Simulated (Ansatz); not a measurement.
Input file:

```
crystal:
  periodic: [false, false, false]
  atoms:
    - {symbol: C, position_ang: [-1.348858, 0.639999, 2.342419]}
    - {symbol: C, position_ang: [-0.571277, -0.327126, 1.449665]}
    - {symbol: C, position_ang: [0.193805, 0.387250, 0.320509]}
    - {symbol: C, position_ang: [1.008261, -0.555932, -0.543498]}
    - {symbol: C, position_ang: [0.232148, -1.405152, -1.528638]}
    - {symbol: N, position_ang: [2.282973, -0.583218, -0.379151]}
    - {symbol: H, position_ang: [-1.880710, 0.106954, 3.156142]}
    - {symbol: H, position_ang: [-0.672297, 1.382906, 2.813533]}
    - {symbol: H, position_ang: [-2.106359, 1.206407, 1.761055]}
    - {symbol: H, position_ang: [-1.270192, -1.077321, 1.018716]}
    - {symbol: H, position_ang: [0.158699, -0.902618, 2.058879]}
    - {symbol: H, position_ang: [0.897979, 1.122237, 0.759684]}
    - {symbol: H, position_ang: [-0.530161, 0.946729, -0.313770]}
    - {symbol: H, position_ang: [-0.283014, -0.760161, -2.272271]}
    - {symbol: H, position_ang: [-0.563044, -1.987531, -1.017553]}
    - {symbol: H, position_ang: [0.892475, -2.110589, -2.070008]}
    - {symbol: H, position_ang: [2.700187, -1.285401, -1.018519]}
basis:
  gaussian: {orbitals: def2-SVPD}
total_charge: 0
hamiltonian: {xc: {name: PBE0}}
output: {forces: true, orbitals: {seedname: orbitals}}
```

Command:

```sh
ansatz run input.yaml --threads 4 --pin off --max-ram 8700MiB --events-out events.jsonl --progress --plain --runs-dir runs
```

Geometry: PBE-D3(BJ)/def2-SVP.

Level of theory: isolated molecule in a Gaussian basis; Kohn-Sham density functional theory, functional PBE0 in Ansatz.

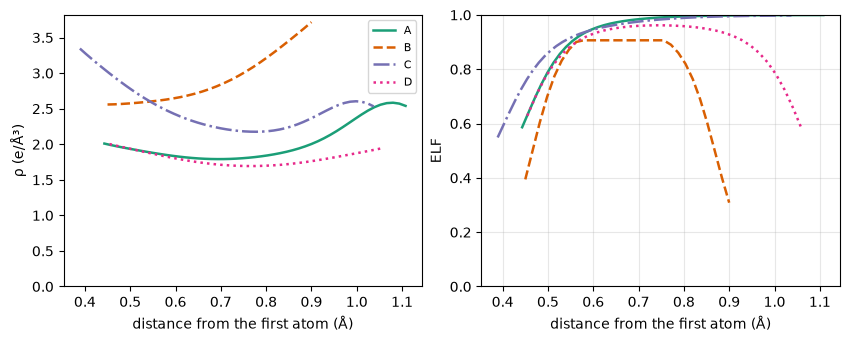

C$_{5}$H$_{11}$N (SMILES CCCC(C)=N). Total electron density and electron localisation function along straight lines between neighbouring atoms. The curves leave out the atomic cores.

Question: Which curve belongs to which contact (C–C, C–H, C–N and N–H)? The first atom named is at distance zero.

Answer: Curve A: C–H (1.11 Å): ρ at the midpoint is about 1.9 e/Å³; the ELF climbs to about 1 towards the hydrogen, as it does in any bond to H; a covalent bond by its length. Curve B: C–N (1.29 Å): ρ at the midpoint is about 2.7 e/Å³; the ELF peaks at about 0.90 between the atoms (localised, covalent bonding). Curve C: N–H (1.04 Å): the density is about 2.7 e/Å³ at the midpoint; the ELF climbs to about 1 towards the hydrogen (an ordinary covalent bond to hydrogen). Curve D: C–C (1.51 Å): ρ is about 1.7 e/Å³ halfway; the ELF peaks at about 0.95 between the atoms, as expected for a covalent bond.
